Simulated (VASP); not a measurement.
Band structure of CeO$_{2}$ (fluorite). Calculation: PBE GGA, VASP's PBE PAW potentials (set 64) (plane waves; VASP).

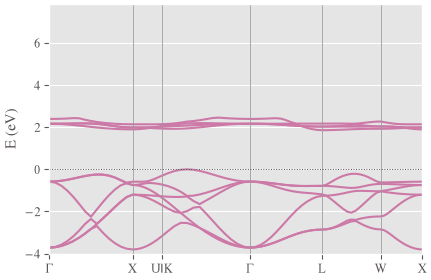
Bands along high-symmetry lines, zero at the valence-band maximum or, without a gap, the Fermi level

Task: Read the plot: is there a gap, and where are the band edges?

Result: The gap is indirect, 1.86 eV, from the valence maximum at K-Γ at 0.29 to the conduction minimum at L. (Edges off the drawn lines would not show.)

The compound is CeO2 in the fluorite structure. It was relaxed first. The run is not spin-polarised, so no magnetic state was tried.
